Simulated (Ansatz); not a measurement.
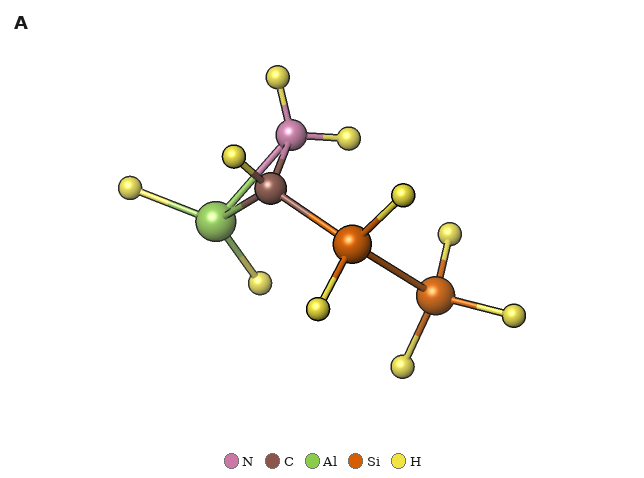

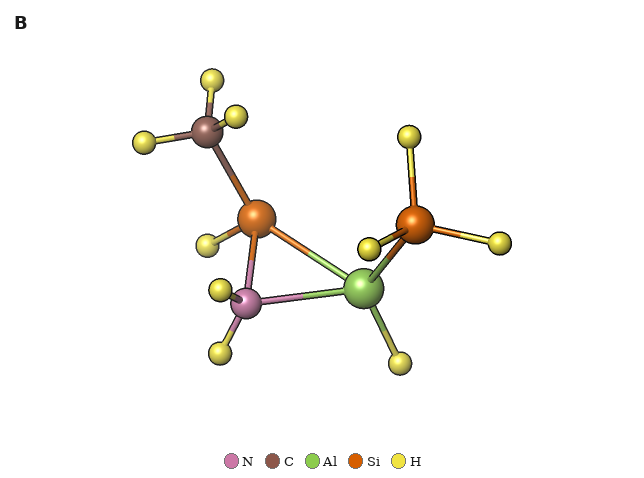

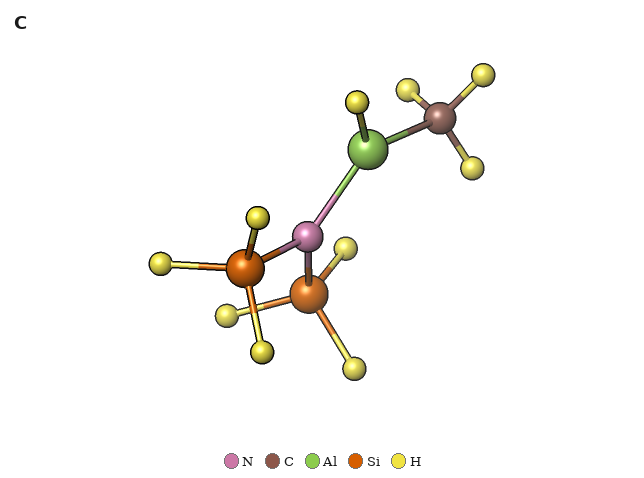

3 stationary structures of one formula. Geometries: PBE-D4/def2-SVP. Electronic energies: PBE-D4/def2-SVP (Ansatz 0.2.0), without zero-point energy. No frequency run is at hand to confirm each as a minimum. Each is one conformer, not always the lowest.

Which structure is the most stable?

Answer. C is lowest; B lies 0.833 eV above it, A lies 2.048 eV above it.
